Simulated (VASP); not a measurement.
Band structure of KH (relaxed from the wurtzite structure, space group P6_3mc). Method: PBEsol GGA, VASP's PBE PAW potentials (set 64) (plane waves; VASP).

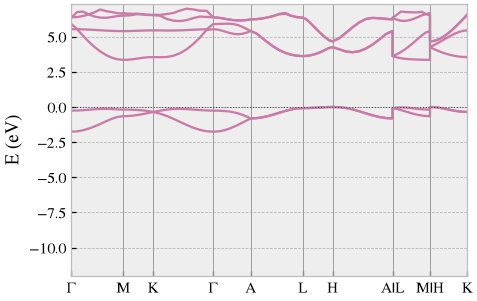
*Bands along high-symmetry lines, zero at the valence-band maximum or, without a gap, the Fermi level*

Task: Read the plot: is there a gap, and where are the band edges?

Result: The gap is indirect, 3.35 eV, from the valence maximum at H to the conduction minimum at M. (Edges off the drawn lines would not show.)

The structure was generated: KH was put into the wurtzite type (P6_3mc), which need not be its known phase. It was relaxed first, which changed the volume by +32 %.
